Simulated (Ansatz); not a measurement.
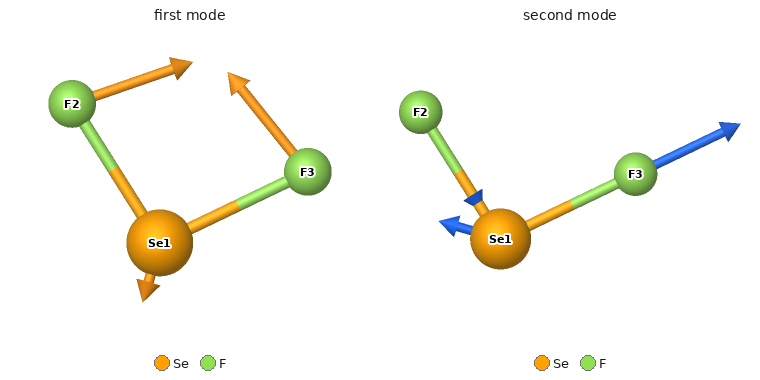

The system is SeF2; the picture shows the reference structure; its two panels give the patterns of the first and the second mode as arrows. Coordinates scanned: (1) normal mode 1 (268 cm⁻¹); (2) normal mode 2 (692 cm⁻¹). Nothing is relaxed (straight displacements along the two mass-weighted modes). The scan uses a 15 × 15 grid; 120 points were computed and 105 follow by symmetry. All energies are given in eV relative to the lowest grid point. These are results of RKS PBE0-D4/def2-TZVP in Ansatz 0.2.0, not measurements.

Its coordinates:

```tsv
atom	x (Å)	y (Å)	z (Å)
Se	0.0049	-0.0075	-0.7676
F	1.2885	-0.0184	0.3923
F	-1.2934	0.0259	0.3753
```

Range: normal mode 1 (268 cm⁻¹) from −2.131 to 2.131 amu½·Å; normal mode 2 (692 cm⁻¹) from −0.826 to 0.826 amu½·Å.

Q: Predict the map.

A: The lowest grid point is at normal mode 1 (268 cm⁻¹) = 0.000 amu½·Å, normal mode 2 (692 cm⁻¹) = 0.000 amu½·Å. No other kind of well shows on this grid. The highest grid point, normal mode 1 (268 cm⁻¹) = 2.131 amu½·Å, normal mode 2 (692 cm⁻¹) = −0.826 amu½·Å, lies 1.35 eV above the lowest.

| normal mode 2 (692 cm⁻¹) ↓, normal mode 1 (268 cm⁻¹) → | −2.131 | −1.827 | −1.522 | −1.218 | −0.913 | −0.609 | −0.304 | 0.000 | 0.304 | 0.609 | 0.913 | 1.218 | 1.522 | 1.827 | 2.131 |
| --- | --- | --- | --- | --- | --- | --- | --- | --- | --- | --- | --- | --- | --- | --- | --- |
| 0.826 | 0.94 | 0.87 | 0.80 | 0.75 | 0.70 | 0.67 | 0.64 | 0.63 | 0.64 | 0.67 | 0.72 | 0.81 | 0.94 | 1.12 | 1.35 |
| 0.708 | 0.81 | 0.72 | 0.65 | 0.59 | 0.53 | 0.49 | 0.47 | 0.46 | 0.47 | 0.50 | 0.56 | 0.65 | 0.79 | 0.98 | 1.23 |
| 0.590 | 0.70 | 0.61 | 0.52 | 0.45 | 0.40 | 0.35 | 0.32 | 0.31 | 0.33 | 0.36 | 0.43 | 0.53 | 0.67 | 0.87 | 1.13 |
| 0.472 | 0.62 | 0.51 | 0.42 | 0.35 | 0.29 | 0.24 | 0.21 | 0.20 | 0.21 | 0.25 | 0.32 | 0.42 | 0.57 | 0.77 | 1.04 |
| 0.354 | 0.55 | 0.44 | 0.35 | 0.27 | 0.20 | 0.15 | 0.12 | 0.11 | 0.12 | 0.16 | 0.23 | 0.34 | 0.50 | 0.70 | 0.98 |
| 0.236 | 0.50 | 0.39 | 0.30 | 0.21 | 0.14 | 0.09 | 0.06 | 0.05 | 0.06 | 0.10 | 0.17 | 0.29 | 0.44 | 0.65 | 0.93 |
| 0.118 | 0.48 | 0.36 | 0.26 | 0.18 | 0.11 | 0.06 | 0.02 | 0.01 | 0.02 | 0.07 | 0.14 | 0.25 | 0.41 | 0.63 | 0.91 |
| 0.000 | 0.47 | 0.35 | 0.25 | 0.17 | 0.10 | 0.05 | 0.01 | 0.00 | 0.01 | 0.05 | 0.13 | 0.24 | 0.40 | 0.62 | 0.90 |
| −0.118 | 0.48 | 0.36 | 0.26 | 0.18 | 0.11 | 0.06 | 0.02 | 0.01 | 0.02 | 0.07 | 0.14 | 0.25 | 0.41 | 0.63 | 0.91 |
| −0.236 | 0.50 | 0.39 | 0.30 | 0.21 | 0.14 | 0.09 | 0.06 | 0.05 | 0.06 | 0.10 | 0.17 | 0.29 | 0.44 | 0.65 | 0.93 |
| −0.354 | 0.55 | 0.44 | 0.35 | 0.27 | 0.20 | 0.15 | 0.12 | 0.11 | 0.12 | 0.16 | 0.23 | 0.34 | 0.50 | 0.70 | 0.98 |
| −0.472 | 0.62 | 0.51 | 0.42 | 0.35 | 0.29 | 0.24 | 0.21 | 0.20 | 0.21 | 0.25 | 0.32 | 0.42 | 0.57 | 0.77 | 1.04 |
| −0.590 | 0.70 | 0.61 | 0.52 | 0.45 | 0.40 | 0.35 | 0.32 | 0.31 | 0.33 | 0.36 | 0.43 | 0.53 | 0.67 | 0.87 | 1.13 |
| −0.708 | 0.81 | 0.72 | 0.65 | 0.59 | 0.53 | 0.49 | 0.47 | 0.46 | 0.47 | 0.50 | 0.56 | 0.65 | 0.79 | 0.98 | 1.23 |
| −0.826 | 0.94 | 0.87 | 0.80 | 0.75 | 0.70 | 0.67 | 0.64 | 0.63 | 0.64 | 0.67 | 0.72 | 0.81 | 0.94 | 1.12 | 1.35 |

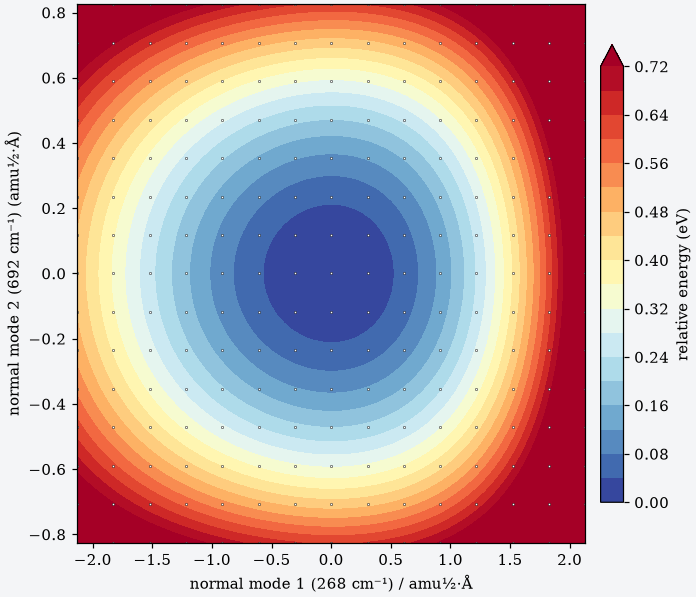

In the figure: filled contours, dots at the grid points, one colour for all values above the top of the scale. Between grid points the surface is interpolated.

Time for the 120 points that were run: 5.2 min on 1 thread of Arm Neoverse V2, on a shared host.
